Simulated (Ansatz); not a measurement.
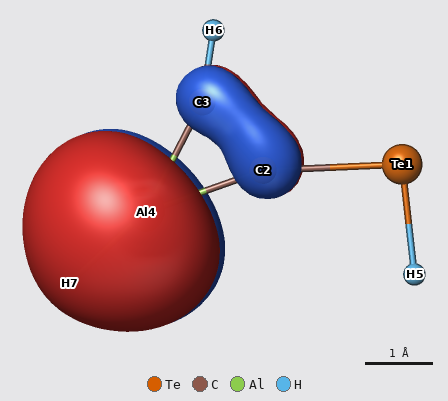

*C₂H₃AlTe (SMILES [TeH][C]1=[CH][AlH]1). One frontier orbital at ±0.1 Å⁻³ᐟ² (blue and red are the two phases), seen across its widest extent.*

Geometry: PBE0-D4/def2-TZVP; core potentials replace the inner electrons of Te.

Theory: Ansatz, RKS PBE0-D4/def2-TZVPP.

```yaml
atoms:
  - { symbol: Te, position_ang: [-2.3511, 0.2084, 0.0431] }
  - { symbol: C, position_ang: [-0.2798, -0.0090, 0.0654] }
  - { symbol: C, position_ang: [0.5276, -0.4822, 1.0621] }
  - { symbol: Al, position_ang: [1.5223, 0.0000, -0.4201] }
  - { symbol: H, position_ang: [-2.3815, 0.8183, -1.4975] }
  - { symbol: H, position_ang: [0.2650, -0.8453, 2.0533] }
  - { symbol: H, position_ang: [2.7587, 0.2417, -1.3520] }
```

Which orbital is it: HOMO or LUMO?

Answer. The LUMO, at −0.93 eV. By Hirshfeld shares it lies mainly on Al4 (about 75 %), H7 (about 10 %) and C2 (about 5 %); it changes sign across the molecular plane (π type).
